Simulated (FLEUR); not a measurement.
# Cobalt: magnetism against the ratio c/a, part 2 of 2

How does the ratio c/a change the magnetic state of Cobalt?

FLEUR MaX-R8.1; PBE; all-electron FLAPW, Dirac cores, scalar-relativistic bands.

So far, largest spin moment in the muffin-tin sphere (μB): step 2 (factor 1, start ferro ++) 1.69; step 3 (antiferromagnetic, start moments [2.0, -2.0] μB) 1.04; step 4 (another cell shape, value 1.1) 1.70.

### 5. Factor 1.1, start antiferro +-

Contents of inp.xml:

```
<?xml version="1.0" encoding="UTF-8" standalone="no"?>
<fleurInput fleurInputVersion="0.39">
   <comment>
      Co
   </comment>
   <calculationSetup>
      <cutoffs Kmax="3.73" Gmax="11.2" GmaxXC="11.2" numbands="0"/>
      <scfLoop itmax="110" minDistance="0.00002" maxIterBroyd="15" imix="Anderson" alpha="0.05" precondParam="0.0" spinf="2.0" sdNocoIR="T"/>
      <coreElectrons ctail="T" frcor="F" kcrel="0" coretail_lmax="0"/>
      <xcFunctional name="pbe" relativisticCorrections="F"/>
      <magnetism jspins="2"/>
      <soc l_soc="F" theta="0.0" phi="0.0" spav="F"/>
      <expertModes spex="0" secvar="F"/>
      <geometryOptimization l_f="F" forcealpha="1.0" forcemix="BFGS" epsdisp="0.00001" epsforce="0.00001"/>
      <ldaU l_linMix="F" mixParam="0.05" spinf="1.0"/>
   </calculationSetup>
   <cell>
      <bzIntegration valenceElectrons="34.0" mode="hist" fermiSmearingEnergy="0.00183747">
         <kPointListSelection listName="default-1"/>
         <xi:include xmlns:xi="http://www.w3.org/2001/XInclude" href="kpts.xml"> </xi:include>
      </bzIntegration>
      <xi:include xmlns:xi="http://www.w3.org/2001/XInclude" href="sym.xml"> </xi:include>
      <bulkLattice scale="1.0">
         <bravaisMatrix>
            <row-1>    4.5177911047375465    -0.0000000000377945     0.0000000000000000</row-1>
            <row-2>   -2.2588955523309786     3.9125218657257719     0.0000000000000000</row-2>
            <row-3>    0.0000000000000000     0.0000000000000000     8.4600959899604931</row-3>
         </bravaisMatrix>
      </bulkLattice>
   </cell>
   <atomSpecies>
      <species name="Cobalt (Co2.000" element="Co" atomicNumber="27">
         <mtSphere radius="2.2" gridPoints="727" logIncrement="0.017"/>
         <atomicCutoffs lmax="8" lnonsphr="6"/>
         <electronConfig flipSpins="F">
            <coreConfig>(1s1/2) (2s1/2) (2p1/2) (2p3/2)</coreConfig>
            <valenceConfig>(3s1/2) (3p1/2) (3p3/2) (4s1/2) (3d3/2) (3d5/2)</valenceConfig>
            <stateOccupation state="(3d3/2)" spinUp="1.5" spinDown="1.3"/>
            <stateOccupation state="(3d5/2)" spinUp="3.0" spinDown="1.2"/>
         </electronConfig>
         <energyParameters s="4" p="4" d="3" f="4"/>
         <lo type="SCLO" l="0" n="3" eDeriv="0"/>
         <lo type="SCLO" l="1" n="3" eDeriv="0"/>
      </species>
      <species name="Cobalt (Co-2.000" element="Co" atomicNumber="27">
         <mtSphere radius="2.2" gridPoints="727" logIncrement="0.017"/>
         <atomicCutoffs lmax="8" lnonsphr="6"/>
         <electronConfig flipSpins="F">
            <coreConfig>(1s1/2) (2s1/2) (2p1/2) (2p3/2)</coreConfig>
            <valenceConfig>(3s1/2) (3p1/2) (3p3/2) (4s1/2) (3d3/2) (3d5/2)</valenceConfig>
            <stateOccupation state="(3d3/2)" spinUp="1.3" spinDown="1.5"/>
            <stateOccupation state="(3d5/2)" spinUp="1.2" spinDown="3.0"/>
         </electronConfig>
         <energyParameters s="4" p="4" d="3" f="4"/>
         <lo type="SCLO" l="0" n="3" eDeriv="0"/>
         <lo type="SCLO" l="1" n="3" eDeriv="0"/>
      </species>
   </atomSpecies>
   <atomGroups>
      <atomGroup species="Cobalt (Co2.000">
         <relPos label="                   1">1.000/3.000 -1.000/3.000 1.000/4.000</relPos>
         <force calculate="T" relaxXYZ="TTT"/>
      </atomGroup>
      <atomGroup species="Cobalt (Co-2.000">
         <relPos label="                   2">-1.000/3.000 1.000/3.000 -1.000/4.000</relPos>
         <force calculate="T" relaxXYZ="TTT"/>
      </atomGroup>
   </atomGroups>
   <output dos="F" band="F" slice="F">
      <bandDOS minEnergy="-.5*Htr" maxEnergy="0.5*Htr" sigma="0.015" storeEVData="T"/>
      <plotting iplot="0" polar="F">
         <plot TwoD="T" vec1="  1.0  0.0  0.0" vec2="  0.0  1.0  0.0" vec3="  0.0  0.0  1.0" zero="  0.0  0.0  0.0" file="plot"/>
      </plotting>
      <moessbauerParams electricFieldGradient="F" isomerShift="F" coreHyperfine="F" valenceHyperfine="F"/>
   </output>
</fleurInput>
```

Contents of crystal.txt:

```
Co
&input film=F cartesian=F /
2.39071209628  -0.00000000002  0.00000000000
-1.19535604812  2.07041740853  0.00000000000
0.00000000000  0.00000000000  4.47689000000
1.8897261246
1.0 1.0 1.0

2
27 0.33333333333  0.66666666667  0.25000000000 : 2.000
27 0.66666666667  0.33333333333  0.75000000000 : -2.000

&kpt div1=14 div2=14 div3=8 gamma=T /
```

Launch:

```sh
> OMP_NUM_THREADS=1 inpgen -f crystal.txt > inpgen.log  # inp.xml is then edited as shown
> OMP_NUM_THREADS=1 mpirun -n 4 fleur_MPI > fleur.log
```

Output:

```text
[banner, memory and clock lines left out]
Welcome to FLEUR        (www.flapw.de)
      MaX-Release 8.1          (www.max-centre.eu)

 ========== k-point set info ==========
 Selected k-point list: default-1
 k-point list type: mesh
 14 x 14 x 8
 Number of k points: 120

 [... set-up left out ...]
 Iteration:     1   Distance:      11.05086099 me/bohr^3
 Iteration:     2   Distance:      10.64358938 me/bohr^3
 Iteration:     3   Distance:       8.17120498 me/bohr^3
 Iteration:     4   Distance:       5.27795555 me/bohr^3
 Iteration:     5   Distance:       4.10059286 me/bohr^3
[...]
<sumOfEigenvalues value="    -1604.1208916860">
               <coreElectrons value="-1575.0141203755"/>
               <valenceElectrons value="-29.1067713104"/>
            </sumOfEigenvalues>
         [... left out ...]
            <freeEnergy value="-2786.9285231629"/>
            <extrapolationTo0K value="-2786.9280415183"/>
         </totalEnergy>
         <densityConvergence units="me/bohr^3">
            <chargeDensity spin="1" distance="0.0000015545"/>
            <chargeDensity spin="2" distance="0.0000013991"/>
            <overallChargeDensity distance="0.0000009018"/>
            <spinDensity distance="0.0000028168"/>
         </densityConvergence>
      </iteration>
```

Run time: 24 s. Hardware: 4 MPI ranks of Arm Neoverse V2, shared host; peak memory 0.22 GiB.

Numbers from this step:

```yaml
free_energy: -75836.1885 eV
program_s_band_gap_on_this_mesh_in_a_metal_only_a_level_spacing: 0.004692 eV
magnetization: 0 μB
final_state: antiferromagnetic
largest_moment: 1.481 μB
```

After 28 cycles the largest moment stands at 1.48 μB.

### 6. The series

In all 18 runs were made at the factors 0.9, 0.93, 0.96, 0.98, 1, 1.02, 1.04, 1.07 and 1.1, of which 18 converged. The tables hold the factors at which the parallel start converged, and CPU times count converged runs alone. Differences are of free energies.

Final states:

| factor on c at fixed volume | ferro ++ | antiferro +- | CPU time (s) |
| --- | --- | --- | --- |
| 0.9 | ferromagnetic | antiferromagnetic | 137.1 |
| 0.93 | ferromagnetic | antiferromagnetic | 156.9 |
| 0.96 | ferromagnetic | antiferromagnetic | 168.4 |
| 0.98 | ferromagnetic | antiferromagnetic | 187.6 |
| 1 | ferromagnetic | antiferromagnetic | 147.6 |
| 1.02 | ferromagnetic | antiferromagnetic | 150.5 |
| 1.04 | ferromagnetic | antiferromagnetic | 158 |
| 1.07 | ferromagnetic | antiferromagnetic | 140.9 |
| 1.1 | ferromagnetic | antiferromagnetic | 145.6 |

Table of energy over the lowest point, ferro ++ by factor on c at fixed volume:

```
factor on c at fixed volume  energy over the lowest point, ferro ++ (meV a primitive cell)
                     0.9000                                                            290
                     0.9300                                                            140
                     0.9600                                                           41.8
                     0.9800                                                           7.79
                     1.0000                                                              0
                     1.0200                                                           16.0
                     1.0400                                                           52.9
                     1.0700                                                            146
                     1.1000                                                            281
```

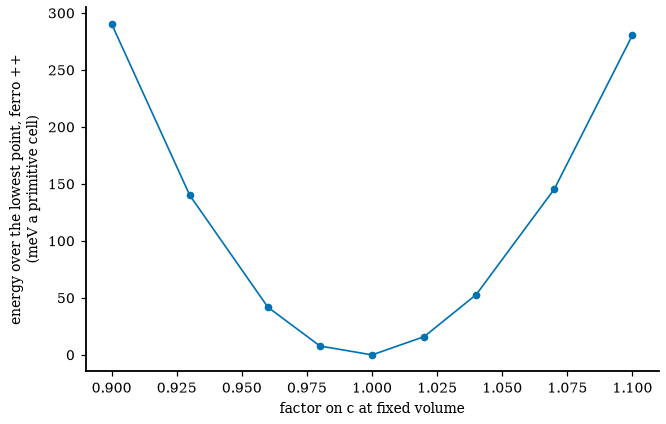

Energy over the lowest point, ferro ++, plotted against factor on c at fixed volume.

The largest sphere moment by factor on c at fixed volume:

```
factor on c at fixed volume  ferro ++ (μB)  antiferro +- (μB)
                     0.9000           1.68              0.683
                     0.9300           1.69              0.747
                     0.9600           1.69              0.820
                     0.9800           1.69              0.908
                     1.0000           1.69               1.04
                     1.0200           1.69               1.18
                     1.0400           1.70               1.30
                     1.0700           1.70               1.41
                     1.1000           1.70               1.48
```

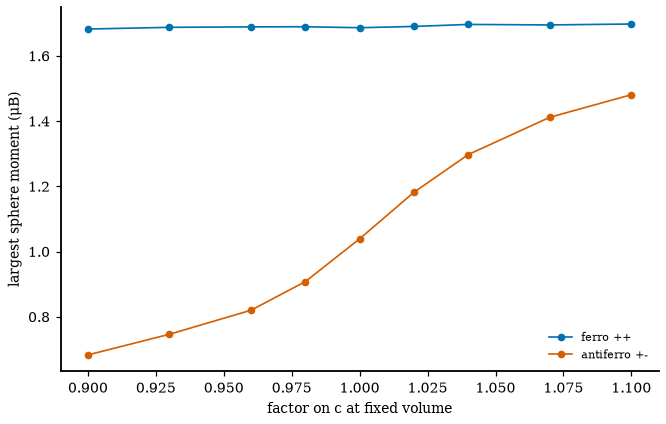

Largest sphere moment, plotted against factor on c at fixed volume.

Net moment, ferro ++ against factor on c at fixed volume:

```csv
factor on c at fixed volume,"net moment, ferro ++ (μB a primitive cell)"
0.9000,3.22
0.9300,3.23
0.9600,3.23
0.9800,3.23
1.0000,3.22
1.0200,3.23
1.0400,3.25
1.0700,3.25
1.1000,3.26
```

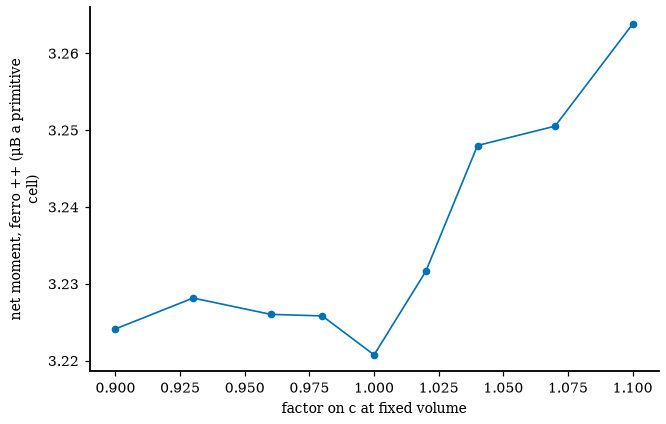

Net moment, ferro ++, plotted against factor on c at fixed volume.

Table of energy less that of the parallel start, antiferro +- by factor on c at fixed volume:

| factor on c at fixed volume | energy less that of the parallel start, antiferro +- (meV a seeded atom) |
| --- | --- |
| 0.9000 | 204 |
| 0.9300 | 217 |
| 0.9600 | 227 |
| 0.9800 | 231 |
| 1.0000 | 230 |
| 1.0200 | 223 |
| 1.0400 | 213 |
| 1.0700 | 190 |
| 1.1000 | 166 |

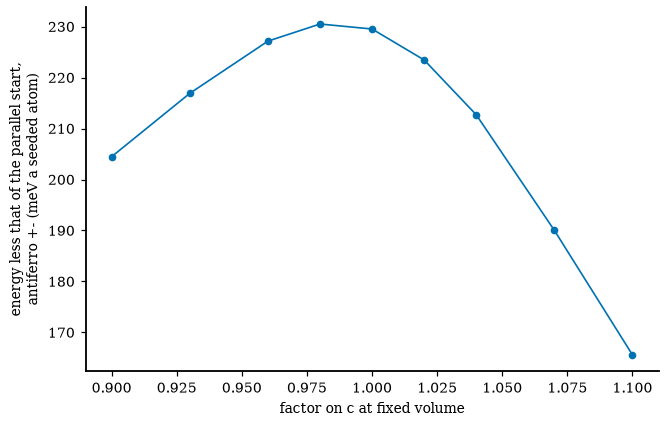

Energy less that of the parallel start, antiferro +-, plotted against factor on c at fixed volume.

### 7. Outcome

| Property | Result |
| --- | --- |
| largest moment, parallel start | 1.68 μB at 0.9, 1.70 μB at 1.1 |
| net moment, parallel start | 3.22 to 3.26 μB a primitive cell |
| start antiferro +- less the parallel start | +204.5 meV at 0.9, +165.6 meV at 1.1, a seeded atom |

The largest moment of the parallel start goes from 1.68 μB at 0.9 to 1.70 μB at 1.1. Its energy is least at 1 of the points run. The start antiferro +- lies over the parallel start at every point where both finished. The opposed order is one of several, taken for its small cell; another can lie lower, so the scan does not name the ground state. Atoms were not relaxed at any point.

[Logs and program files are shortened in this print: banners, set-up blocks, solver, clock and traceback lines can be left out without a mark of their own.]

[Logs are printed without paths, hosts, clocks, repeated set-up lines and the standing remarks that a program may print on its own settings, such as how far it seeks lower states.]

[Hosts, paths, dates, database ids (printed as entryN), source tags and the programs' standing remarks are cut or masked in the printed files.]

[Where a cell is said to come from a database of computed structures, the database is the Materials Project.]
